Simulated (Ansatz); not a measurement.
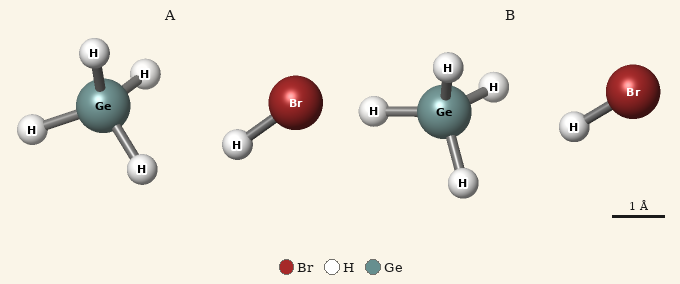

Two geometries of GeH₅Br (coarse preliminary run), drawn at one scale. One is the start of a relaxation, the other its converged end. A ball-and-stick model, seen at a tilt.

Level of theory: RKS PBE-D4/def2-SVP (Ansatz 0.2.0). Set-up: force threshold 0.03 eV/Å; at most 250 steps.

Which one is relaxed?

Answer. Structure A is the relaxed one. An H atom moves most after the best rigid fit: 0.48 Å. By element the largest moves are H 0.48 Å, Br 0.22 Å, Ge 0.12 Å. Near-neighbour distances that change, for instance: Ge–H 1.492 → 1.556 Å, Br–H 1.401 → 1.440 Å. Over 13 geometry steps the energy falls by 0.199 eV. The largest force component goes from 1.3 to 0.0094 eV/Å. The forces were under the threshold at step 6, but the run went on from there. Cost: 7 s on 4 threads of AMD EPYC 7R43 64-Core (shared host).

Limits of the set-up: the start holds two separate molecules, 2.5 Å apart at their closest, whose relative position is a soft coordinate.
